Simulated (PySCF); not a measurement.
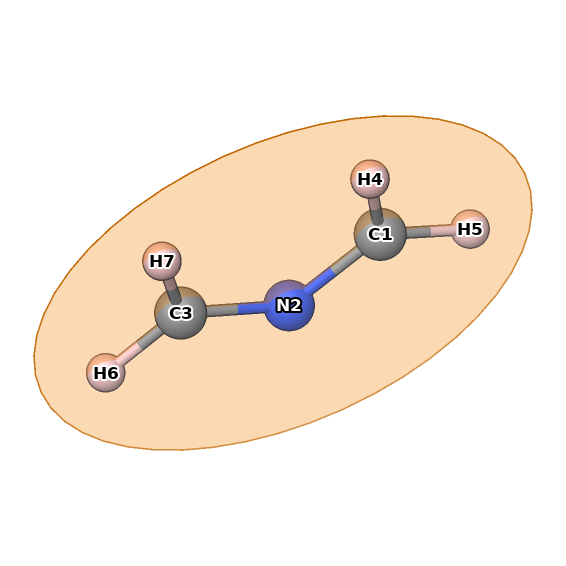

A disc through the centre of mass is drawn in. Atoms fade into the background with distance from the viewer. State: neutral, doublet. The computed structure is the end point of a PBE0-D3(BJ)/def2-SVP optimisation. No frequency run is at hand to confirm it as a minimum.

### Is the plane of the disc a mirror plane of the structure?

Yes. The reflection leaves C1, N2, C3, H4, H5, H6, H7 in place. The point group is C2v.
